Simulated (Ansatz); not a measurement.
# H₅NOSi + HF: a complex and its separated parts, part 2 of 2

Ansatz 0.2.0, Gaussian basis. Earlier steps stand in the parts before.

## (13) CAM-B3LYP-D4/def2-TZVPP

The inputs:

parta/in.yaml

```yaml
crystal:
  periodic: [false, false, false]
  atoms:
    - {symbol: Si, position_ang: [-0.638869, 0.331990, -0.721797]}
    - {symbol: N, position_ang: [-0.061594, -1.203006, -0.254612]}
    - {symbol: H, position_ang: [-0.803540, 0.394044, -2.190571]}
    - {symbol: H, position_ang: [-1.925275, 0.487727, 0.008205]}
    - {symbol: O, position_ang: [0.357701, 1.611265, -0.420581]}
    - {symbol: H, position_ang: [-0.349032, -1.649460, 0.598489]}
    - {symbol: H, position_ang: [0.736498, -1.649481, -0.672830]}
    - {symbol: H, position_ang: [0.602673, 1.772523, 0.491637]}
basis:
  gaussian: {orbitals: def2-TZVPP}
hamiltonian: {xc: {name: CAM-B3LYP}, dispersion: d4}
```

partb/in.yaml

```yaml
crystal:
  periodic: [false, false, false]
  atoms:
    - {symbol: H, position_ang: [0.856375, -0.343076, 1.280374]}
    - {symbol: F, position_ang: [1.225066, 0.247473, 1.881888]}
basis:
  gaussian: {orbitals: def2-TZVPP}
hamiltonian: {xc: {name: CAM-B3LYP}, dispersion: d4}
```

The same command starts each run, in its folder.

The run is started by

```sh
> ansatz run in.yaml --threads 4 --pin off --events-out ev --progress --plain --max-ram 9574MiB
```

parta printed, shortened:

```text
Functional definition: CAM-B3LYP
  name "CAM-B3LYP"
  cite "Yanai, Tew & Handy, Chem. Phys. Lett. 393, 51 (2004) doi:10.1016/j.cplett.2004.06.011"
  cite "Iikura, Tsuneda, Yanai & Hirao, J. Chem. Phys. 115, 3540 (2001) doi:10.1063/1.1383587"
  cite "Becke, Phys. Rev. A 38, 3098 (1988) doi:10.1103/PhysRevA.38.3098"
  cite "Lee, Yang & Parr, Phys. Rev. B 37, 785 (1988) doi:10.1103/PhysRevB.37.785"
[...]
  # Exact exchange under (alpha + beta erf(omega r))/r, Becke's under what is left of 1/r.
[...]
892 factors; their error is unknown
237 factors; integrals over basis functions are off by at most 1.4e-5 eV
[...]
mean field -11499.11790235 eV, -422.5847885293 hartree, gradient 4.7e-5 eV, S^2 0.000000; 0 other end points of the search recorded, 0 dependent functions left out
reference -11499.11801396 eV, -422.5847926308 hartree; 17, 17 occupied and 157, 157 virtual orbitals, 892 factors
Total energy: -11499.21290419 eV, -422.5882797827 hartree
```

partb printed, shortened:

```text
[... 6 set-up lines as earlier in the session ...]
[...]
  # Exact exchange under (alpha + beta erf(omega r))/r, Becke's under what is left of 1/r.
[...]
215 factors; their error is unknown
48 factors; integrals over basis functions are off by at most 4.9e-5 eV
[...]
mean field -2733.85902821 eV, -100.4674662104 hartree, gradient 6.2e-5 eV, S^2 0.000000; 0 other end points of the search recorded, 0 dependent functions left out
reference -2733.85907234 eV, -100.4674678323 hartree; 5, 5 occupied and 40, 40 virtual orbitals, 215 factors
Total energy: -2733.86051267 eV, -100.4675207633 hartree
```

They took 3.1 s (parta), 0.46 s (partb) on 4 threads of Intel Xeon at 2.50GHz, shared host.

## (14) wB97X-V/def2-TZVPP

Each input of step 13 (parta, partb) changes in the same lines:

```diff
-hamiltonian: {xc: {name: CAM-B3LYP}, dispersion: d4}
+hamiltonian: {xc: {name: wB97X-V}}
```

Each run has its own folder and the same command.

The run is started by

```sh
> ansatz run in.yaml --threads 4 --pin off --events-out ev --progress --plain --max-ram 9574MiB
```

Log of parta, shortened:

```text
Functional definition: wB97X-V
  name "wB97X-V"
  cite "Mardirossian & Head-Gordon, Phys. Chem. Chem. Phys. 16, 9904 (2014) doi:10.1039/C3CP54374A"
[... 2 set-up lines as earlier in the session ...]
[...]
      + integral(e_c_pw_opposite_spin*poly(b97_u_opposite, cos0, cos1)) + vv10(b, c)
892 factors; their error is unknown
214 factors; integrals over basis functions are off by at most 1.1e-5 eV
[...]
mean field -11497.70912145 eV, -422.5330167861 hartree, gradient 4.2e-5 eV, S^2 0.000000; 0 other end points of the search recorded, 0 dependent functions left out
reference -11497.70911964 eV, -422.5330167195 hartree; 17, 17 occupied and 157, 157 virtual orbitals, 892 factors
Total energy: -11497.70911964 eV, -422.5330167195 hartree
```

partb printed, shortened:

```text
[... 5 set-up lines as earlier in the session ...]
[...]
      + integral(e_c_pw_opposite_spin*poly(b97_u_opposite, cos0, cos1)) + vv10(b, c)
215 factors; their error is unknown
48 factors; integrals over basis functions are off by at most 2.2e-5 eV
[...]
mean field -2733.49560706 eV, -100.4541107294 hartree, gradient 1.0e-5 eV, S^2 0.000000; 0 other end points of the search recorded, 0 dependent functions left out
reference -2733.49560646 eV, -100.4541107076 hartree; 5, 5 occupied and 40, 40 virtual orbitals, 215 factors
Total energy: -2733.49560646 eV, -100.4541107076 hartree
```

Times: 6.5 s (parta), 0.66 s (partb) on 4 threads of Intel Xeon at 2.50GHz, shared host.

## (15) wB97M-V/def2-TZVPP

The same edit goes into each in.yaml of step 14 (parta, partb):

```diff
-hamiltonian: {xc: {name: wB97X-V}}
+hamiltonian: {xc: {name: wB97M-V}}
```

One command serves all of them, each in its own folder.

The run is started by

```sh
> ansatz run in.yaml --threads 4 --pin off --events-out ev --progress --plain --max-ram 9574MiB
```

parta printed, shortened:

```text
Functional definition: wB97M-V
  name "wB97M-V"
  cite "Mardirossian & Head-Gordon, J. Chem. Phys. 144, 214110 (2016) doi:10.1063/1.4952647"
[... 2 set-up lines as earlier in the session ...]
  # Of w^i u^j: cxij and so on, Table III.
[...]
  gx(w, u) = 1 - cx + cx01*u + cx10*w
[...]
      + integral(e_c_pw_mod_opposite_spin*gos(b97_w_opposite, b97_u_opposite)) + vv10(b, c)
892 factors; their error is unknown
214 factors; integrals over basis functions are off by at most 1.1e-5 eV
[...]
mean field -11498.20444935 eV, -422.5512197505 hartree, gradient 1.4e-5 eV, S^2 0.000000; 0 other end points of the search recorded, 0 dependent functions left out
reference -11498.20449361 eV, -422.5512213771 hartree; 17, 17 occupied and 157, 157 virtual orbitals, 892 factors
Total energy: -11498.20449361 eV, -422.5512213771 hartree
```

Output in partb, shortened:

```text
[... 5 set-up lines as earlier in the session ...]
  # Of w^i u^j: cxij and so on, Table III.
[...]
  gx(w, u) = 1 - cx + cx01*u + cx10*w
[...]
      + integral(e_c_pw_mod_opposite_spin*gos(b97_w_opposite, b97_u_opposite)) + vv10(b, c)
215 factors; their error is unknown
48 factors; integrals over basis functions are off by at most 2.2e-5 eV
[...]
mean field -2733.67553277 eV, -100.4607228775 hartree, gradient 1.2e-5 eV, S^2 0.000000; 0 other end points of the search recorded, 0 dependent functions left out
reference -2733.67554744 eV, -100.4607234164 hartree; 5, 5 occupied and 40, 40 virtual orbitals, 215 factors
Total energy: -2733.67554744 eV, -100.4607234164 hartree
```

Times: 7 s (parta), 0.55 s (partb) on 4 threads of Intel Xeon at 2.50GHz, shared host.

## (16) B2PLYP/def2-TZVPP

The same edit goes into each in.yaml of step 15 (parta, partb):

```diff
-hamiltonian: {xc: {name: wB97M-V}}
+hamiltonian: {xc: {name: B2PLYP}}
```

The same command starts each run, in its folder.

The run is started by

```sh
> ansatz run in.yaml --threads 4 --pin off --events-out ev --progress --plain --max-ram 9574MiB
```

Output in parta, shortened:

```text
Functional definition: B2PLYP
  name "B2PLYP"
  cite "Grimme, J. Chem. Phys. 124, 034108 (2006) doi:10.1063/1.2148954"
[... 2 set-up lines as earlier in the session ...]
[...]
1016 factors; integrals over basis functions are off by at most 1.1e-3 eV
[...]
mean field -11489.21860409 eV, -422.2209960283 hartree, gradient 4.9e-6 eV, S^2 0.000000; 0 other end points of the search recorded, 0 dependent functions left out
7 core orbitals not correlated: weight in the atoms' cores, before any rotation towards them, 1.000 or more for the frozen orbitals, at most 0.000 for the correlated occupied ones
reference -11489.21874956 eV, -422.2210013740 hartree; 10, 10 occupied and 157, 157 virtual orbitals, 1016 factors
second order -19.17016755 eV of doubles, -0.00000000 eV of singles
Total energy: -11494.39469479 eV, -422.4112138531 hartree
```

partb printed, shortened:

```text
[... 5 set-up lines as earlier in the session ...]
[...]
287 factors; integrals over basis functions are off by at most 1.0e-3 eV
[...]
mean field -2730.72523159 eV, -100.3523013090 hartree, gradient 1.4e-6 eV, S^2 0.000000; 0 other end points of the search recorded, 0 dependent functions left out
1 core orbitals not correlated: weight in the atoms' cores, before any rotation towards them, 1.000 or more for the frozen orbitals, at most 0.000 for the correlated occupied ones
reference -2730.72528830 eV, -100.3523033928 hartree; 4, 4 occupied and 40, 40 virtual orbitals, 287 factors
second order -8.59405791 eV of doubles, -0.00000000 eV of singles
Total energy: -2733.04568393 eV, -100.4375763596 hartree
```

Wall times: 4.5 s (parta), 0.51 s (partb) on 4 threads of Intel Xeon at 2.50GHz, shared host.

## (17) PBE-QIDH/def2-TZVPP

The same edit goes into each in.yaml of step 16 (parta, partb):

```diff
-hamiltonian: {xc: {name: B2PLYP}}
+hamiltonian: {xc: {name: PBE-QIDH}}
```

One command serves all of them, each in its own folder.

The run is started by

```sh
> ansatz run in.yaml --threads 4 --pin off --events-out ev --progress --plain --max-ram 9574MiB
```

Log of parta, shortened:

```text
Functional definition: PBE-QIDH
  name "PBE-QIDH"
  cite "Brémond, Sancho-García, Pérez-Jiménez & Adamo, J. Chem. Phys. 141, 031101 (2014) doi:10.1063/1.4890314"
[... 1 set-up line as earlier in the session ...]
[...]
1016 factors; integrals over basis functions are off by at most 1.1e-3 eV
[...]
mean field -11484.19311761 eV, -422.0363128064 hartree, gradient 4.8e-6 eV, S^2 0.000000; 0 other end points of the search recorded, 0 dependent functions left out
7 core orbitals not correlated: weight in the atoms' cores, before any rotation towards them, 1.000 or more for the frozen orbitals, at most 0.000 for the correlated occupied ones
reference -11484.19312872 eV, -422.0363132149 hartree; 10, 10 occupied and 157, 157 virtual orbitals, 1016 factors
second order -17.83990773 eV of doubles, -0.00000000 eV of singles
Total energy: -11490.13976463 eV, -422.2548480538 hartree
```

Output in partb, shortened:

```text
[... 4 set-up lines as earlier in the session ...]
[...]
287 factors; integrals over basis functions are off by at most 1.0e-3 eV
[...]
mean field -2728.92248705 eV, -100.2860516688 hartree, gradient 3.9e-6 eV, S^2 0.000000; 0 other end points of the search recorded, 0 dependent functions left out
1 core orbitals not correlated: weight in the atoms' cores, before any rotation towards them, 1.000 or more for the frozen orbitals, at most 0.000 for the correlated occupied ones
reference -2728.92249040 eV, -100.2860517920 hartree; 4, 4 occupied and 40, 40 virtual orbitals, 287 factors
second order -8.07155548 eV of doubles, -0.00000000 eV of singles
Total energy: -2731.61300889 eV, -100.3849265230 hartree
```

Times: 4.7 s (parta), 0.51 s (partb) on 4 threads of Intel Xeon at 2.50GHz, shared host.

## (18) RPA on PBE/def2-TZVPP

The same edit goes into each in.yaml of step 17 (parta, partb):

```diff
-hamiltonian: {xc: {name: PBE-QIDH}}
+hamiltonian: {xc: pbe}
+correlation: {method: rpa}
```

Each run has its own folder and the same command.

The run is started by

```sh
> ansatz run in.yaml --threads 4 --pin off --events-out ev --progress --plain --max-ram 9574MiB
```

Output in parta, shortened:

```text
[... 4 set-up lines as earlier in the session ...]
[...]
1016 factors; integrals over basis functions are off by at most 1.1e-3 eV
[...]
mean field -11491.81831897 eV, -422.3165337881 hartree, gradient 5.4e-6 eV, S^2 0.000000; 0 other end points of the search recorded, 0 dependent functions left out
7 core orbitals not correlated: weight in the atoms' cores, before any rotation towards them, 1.000 or more for the frozen orbitals, at most 0.000 for the correlated occupied ones
reference -11463.43411890 eV, -421.2734336749 hartree; 10, 10 occupied and 157, 157 virtual orbitals, 1016 factors
Total energy: -11489.47597548 eV, -422.2304542523 hartree
```

partb printed, shortened:

```text
[... 4 set-up lines as earlier in the session ...]
[...]
287 factors; integrals over basis functions are off by at most 1.0e-3 eV
[...]
mean field -2731.84358204 eV, -100.3933999301 hartree, gradient 9.2e-7 eV, S^2 0.000000; 0 other end points of the search recorded, 0 dependent functions left out
1 core orbitals not correlated: weight in the atoms' cores, before any rotation towards them, 1.000 or more for the frozen orbitals, at most 0.000 for the correlated occupied ones
reference -2722.68122385 eV, -100.0566894768 hartree; 4, 4 occupied and 40, 40 virtual orbitals, 287 factors
Total energy: -2733.63265959 eV, -100.4591473171 hartree
```

Wall times: 4.8 s (parta), 0.51 s (partb) on 4 threads of Intel Xeon at 2.50GHz, shared host.

## (19) CCSD(T)/def2-TZVPP

Each input of step 18 (parta, partb) changes in the same lines:

```diff
-hamiltonian: {xc: pbe}
-correlation: {method: rpa}
+correlation: {method: ccsd_t}
```

Each run has its own folder and the same command.

The run is started by

```sh
> ansatz run in.yaml --threads 4 --pin off --events-out ev --progress --plain --max-ram 9574MiB
```

Log of parta, shortened:

```text
Functional definition: HF
  name "HF"
  cite "Fock, Z. Phys. 61, 126 (1930) doi:10.1007/BF01340294"
[... 1 set-up line as earlier in the session ...]
[...]
1016 factors; integrals over basis functions are off by at most 1.1e-3 eV
[...]
mean field -11464.46811148 eV, -421.3114322013 hartree, gradient 1.9e-6 eV, S^2 0.000000; 0 other end points of the search recorded, 0 dependent functions left out
7 core orbitals not correlated: weight in the atoms' cores, before any rotation towards them, 1.000 or more for the frozen orbitals, at most 0.000 for the correlated occupied ones
reference -11464.46811148 eV, -421.3114322013 hartree; 10, 10 occupied and 157, 157 virtual orbitals, 1016 factors
second order -15.94658694 eV of doubles, -0.00000000 eV of singles
cycle   1  -16.21405710 eV  change   -2.7e-1 eV  update   7.8e-2
[...]
cycle   9  -16.64703568 eV  change   -4.1e-6 eV  update   1.3e-5
perturbative correction -0.56430848 eV, -0.0207379541 hartree
Total energy: -11481.67945564 eV, -421.9439374330 hartree
```

Log of partb, shortened:

```text
[... 4 set-up lines as earlier in the session ...]
[...]
287 factors; integrals over basis functions are off by at most 1.0e-3 eV
[...]
mean field -2722.91268946 eV, -100.0651956813 hartree, gradient 4.5e-6 eV, S^2 0.000000; 0 other end points of the search recorded, 0 dependent functions left out
1 core orbitals not correlated: weight in the atoms' cores, before any rotation towards them, 1.000 or more for the frozen orbitals, at most 0.000 for the correlated occupied ones
reference -2722.91268946 eV, -100.0651956813 hartree; 4, 4 occupied and 40, 40 virtual orbitals, 287 factors
second order -7.36487396 eV of doubles, -0.00000000 eV of singles
cycle   1  -7.29622849 eV  change    6.9e-2 eV  update   3.9e-2
[...]
cycle   8  -7.43091180 eV  change    6.6e-7 eV  update   3.3e-6
perturbative correction -0.17033972 eV, -0.0062598691 hartree
Total energy: -2730.51394098 eV, -100.3445365222 hartree
```

Wall times: 25 s (parta), 0.61 s (partb) on 4 threads of Intel Xeon at 2.50GHz, shared host; peak memory 1.5 GiB.

## (20) Vibrations of H₅NOSi

Input file vib-parta/in.yaml:

```yaml
crystal:
  periodic: [false, false, false]
  atoms:
    - {symbol: Si, position_ang: [-0.638869, 0.331990, -0.721797]}
    - {symbol: N, position_ang: [-0.061594, -1.203006, -0.254612]}
    - {symbol: H, position_ang: [-0.803540, 0.394044, -2.190571]}
    - {symbol: H, position_ang: [-1.925275, 0.487727, 0.008205]}
    - {symbol: O, position_ang: [0.357701, 1.611265, -0.420581]}
    - {symbol: H, position_ang: [-0.349032, -1.649460, 0.598489]}
    - {symbol: H, position_ang: [0.736498, -1.649481, -0.672830]}
    - {symbol: H, position_ang: [0.602673, 1.772523, 0.491637]}
basis:
  gaussian: {orbitals: def2-TZVP}
hamiltonian: {xc: pbe0, dispersion: d4}
phonons: {temperatures: {t_min: 298.15, t_max: 900, t_step: 200}}
```

The run is started by

```sh
> ansatz run in.yaml --threads 4 --pin off --events-out ev --progress --plain --max-ram 9574MiB
```

Log, shortened:

```text
[... 5 set-up lines as earlier in the session ...]
[...]
794 factors; their error is unknown
[...]
mean field -11492.69259446 eV, -422.3486628198 hartree, gradient 3.6e-5 eV, S^2 0.000000; 0 other end points of the search recorded, 0 dependent functions left out
[...]
Atom 5 at    -0.349032    -1.649460     0.598489 Å, force     0.000472     0.002036    -0.002313 eV/Å
Atom 6 at     0.736498    -1.649481    -0.672830 Å, force    -0.000288    -0.000110     0.000192 eV/Å
Atom 7 at     0.602673     1.772523     0.491637 Å, force    -0.000391     0.000053    -0.001493 eV/Å
Dipole moment:     0.146284    -0.276446     0.389308 e Å
Vibrations: 120.34 266.51 295.37 355.14 553.15 747.13 820.88 871.19 891.74 921.38 946.20 956.48 1580.28 2216.12 2260.46 3626.30 3725.02 3920.17 cm⁻¹, zero-point energy 1.554381 eV
```

Wall time 81 s (4 threads of Intel Xeon at 2.50GHz, shared host).

The modes, with what each moves most:

```tsv
mode	wavenumber (cm⁻¹)	character
1	120	torsion
2	267	torsion
3	295	torsion
4	355	bend with torsion
5	553	bend with torsion
6	747	bend
7	821	Si–O and Si–N stretch
8	871	bend with Si–N stretch
9	892	bend
10	921	bend with Si–O stretch
11	946	wag or twist with bend
12	956	bend
13	1580	bend
14	2216	Si–H stretch
15	2260	Si–H stretch
16	3626	N–H stretch
17	3725	N–H stretch
18	3920	O–H stretch
```

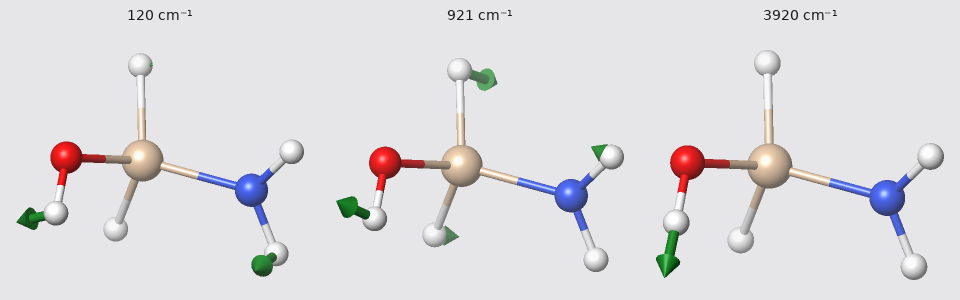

How the atoms move in 3 of the modes.

Vibrational sums (real modes only):

```tsv
T (K)	entropy (J/mol/K)	heat capacity (J/mol/K)
298	37.4	49.6
498	69.8	76.3
698	98.3	92.3
898	123.0	103.5
```

## (21) Vibrations of HF

Input file vib-partb/in.yaml:

```yaml
crystal:
  periodic: [false, false, false]
  atoms:
    - {symbol: H, position_ang: [0.856375, -0.343076, 1.280374]}
    - {symbol: F, position_ang: [1.225066, 0.247473, 1.881888]}
basis:
  gaussian: {orbitals: def2-TZVP}
hamiltonian: {xc: pbe0, dispersion: d4}
phonons: {temperatures: {t_min: 298.15, t_max: 900, t_step: 200}}
```

The run is started by

```sh
> ansatz run in.yaml --threads 4 --pin off --events-out ev --progress --plain --max-ram 9574MiB
```

Log, shortened:

```text
[... 5 set-up lines as earlier in the session ...]
[...]
200 factors; their error is unknown
[...]
mean field -2731.80169997 eV, -100.3918607921 hartree, gradient 6.9e-6 eV, S^2 0.000000; 0 other end points of the search recorded, 0 dependent functions left out
[...]
reference -2731.80151852 eV, -100.3918541242 hartree; 5, 5 occupied and 32, 32 virtual orbitals, 200 factors
Total energy: -2731.80322170 eV, -100.3919167147 hartree
Atom 0 at     0.856375    -0.343076     1.280374 Å, force     0.000031     0.000049     0.000050 eV/Å
Atom 1 at     1.225066     0.247473     1.881888 Å, force    -0.000031    -0.000049    -0.000050 eV/Å
Dipole moment:    -0.160622    -0.257275    -0.262052 e Å
Vibrations: 4152.85 cm⁻¹, zero-point energy 0.257444 eV
```

Run time: 2.6 s. Hardware: 4 threads of Intel Xeon at 2.50GHz, shared host.

The modes, with what each moves most:

```tsv
mode	wavenumber (cm⁻¹)	character
1	4153	F–H stretch
```

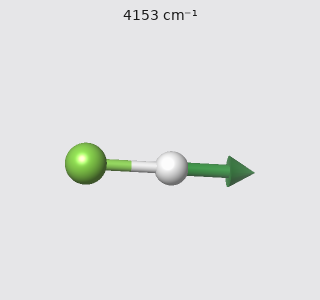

Displacements of 1 modes, as arrows.

Vibrational sums (real modes only):

```tsv
T (K)	entropy (J/mol/K)	heat capacity (J/mol/K)
298	0.0	0.0
498	0.0	0.0
698	0.0	0.1
898	0.1	0.5
```

## (22) Complex less separated parts

The complex's own energies come from single points at the same levels.

Rows are in def2-TZVPP; times add the 3 runs of a level on a shared host, so small differences are noise.

Differences are taken before rounding.

```tsv
method	rung	complex less parts (kJ/mol)	from CCSD(T) (kJ/mol)	time
SPW92	LDA	-85.0	-36.6	3.4 s
PBE-D4	GGA	-61.6	-13.2	4.6 s
BLYP-D4	GGA	-57.1	-8.7	4.6 s
r2SCAN-D4	meta-GGA	-59.0	-10.6	7.8 s
B97M-V	meta-GGA	-51.9	-3.5	15 s
PBE0-D4	hybrid	-56.1	-7.7	7.2 s
B3LYP-D4	hybrid	-54.4	-6.0	6.9 s
r2SCAN0-D4	hybrid	-55.3	-6.9	11 s
BHLYP-D4	hybrid	-50.6	-2.2	7.2 s
CAM-B3LYP-D4	range-separated hybrid	-56.8	-8.4	8.3 s
wB97X-V	range-separated hybrid	-52.8	-4.4	17 s
wB97M-V	range-separated hybrid	-52.4	-4.0	18 s
B2PLYP	double hybrid	-48.8	-0.5	14 s
PBE-QIDH	double hybrid	-50.6	-2.2	13 s
RPA on PBE	RPA	-44.9	+3.5	13 s
Hartree-Fock	wavefunction	-25.1	+23.3	
MP2	wavefunction	-49.1	-0.7	
CCSD	wavefunction	-44.3	+4.1	
CCSD(T)	wavefunction	-48.4	0	2.1 min
```

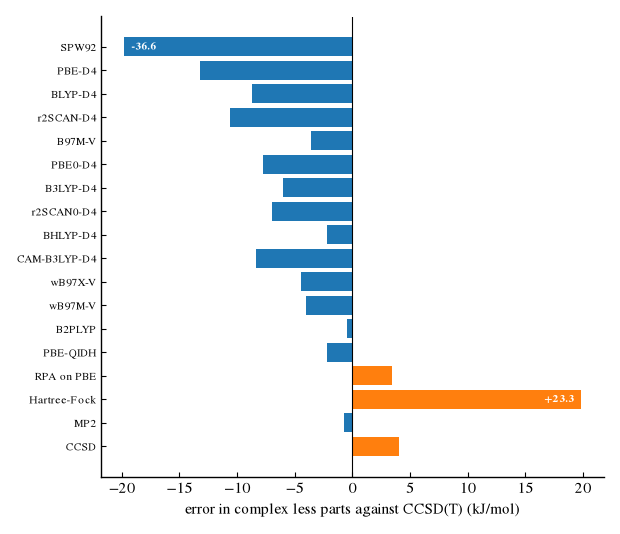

How far each level lands from CCSD(T). Bars with a number in them are cut short.

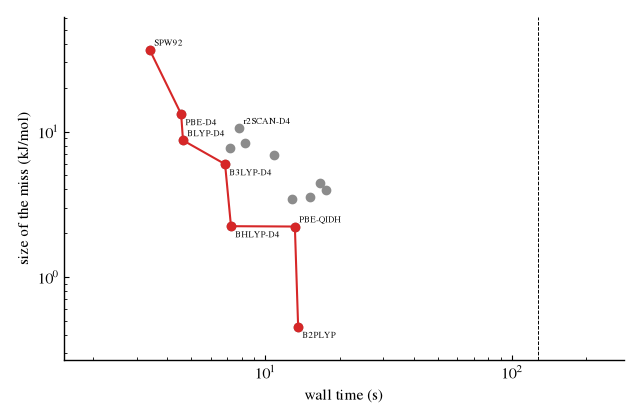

Accuracy for the time spent; red marks the levels that beat every quicker one drawn (of those quicker than the yardstick), and the dashed line is the time of CCSD(T). Only those levels and the largest misses are named. Times are from a shared host.

B2PLYP reaches 0.5 kJ/mol from the reference in 14 s, where CCSD(T) took 2.1 min; the quickest level in the cost chart, SPW92, takes 3.4 s and misses by 36.6 kJ/mol.

The complex's zero-point energy, from a separate PBE0-D4 run, is 1.949 eV.

## (23) Results

This closing draws on all 2 parts.

| quantity | value |
| --- | --- |
| complex less parts, CCSD(T)/def2-TZVPP | -48.4 kJ/mol |
| with zero-point energy | -35.2 kJ/mol |
| largest T1 diagnostic | 0.011 |

**Reading.** At CCSD(T) the complex lies 48.4 kJ/mol below its parts. Among the functionals B2PLYP lands nearest to CCSD(T) (-0.5 kJ/mol) and SPW92 farthest (-36.6 kJ/mol). Mean unsigned error by rung: LDA 36.6, GGA 11.0, meta-GGA 7.1, hybrid 5.7, range-separated hybrid 5.6, double hybrid 1.3 kJ/mol. The double hybrids carry no dispersion term here, unlike the levels marked D4 or V. PBE-D4 gives a relative energy 13.2 kJ/mol too low, outside chemical accuracy (1 kcal/mol, 4.2 kJ/mol). No counterpoise was applied, and triple zeta lacks some correlation, so the CCSD(T) reference has a basis error of its own, and close matches with it are partly luck.
